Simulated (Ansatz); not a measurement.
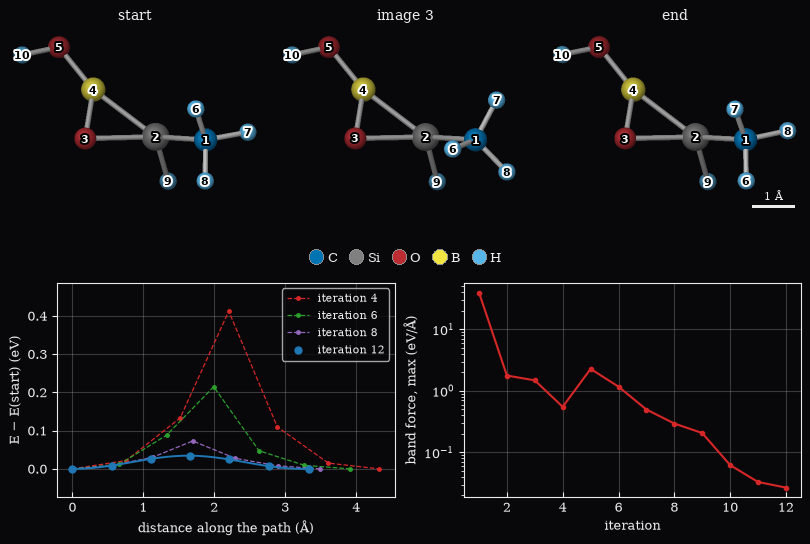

A search for the minimum-energy path of CH5BO2Si by the nudged elastic band. Images are numbered from 0 (start) to 6 (end). The plot follows the band through its iterations. The picture is a ball-and-stick view, seen from a free direction.

Method: Ansatz, RKS PBE0/6-31G*. Settings: 5 movable images; climbing image; force threshold 0.03 eV/Å; iteration limit 53; starting path through a guess of the saddle point.

How did the profile develop, and is the result final?

Answer. The result is final at these settings. The band converged in 12 iterations. The largest component of the band force went from 40 to 0.027 eV/Å. The climbing image converged on the top of the path. Its vibrational analysis gives one imaginary mode (123i cm⁻¹), as a transition state must have. The first iteration put the highest image at 5.721 eV. The barrier is about 0.035 eV in both directions, with image 3 at the top; the ends have the same energy.

The run took 7.2 min on 1 thread of Arm Neoverse N1, with other jobs on the host, peak memory 0.2 GiB.
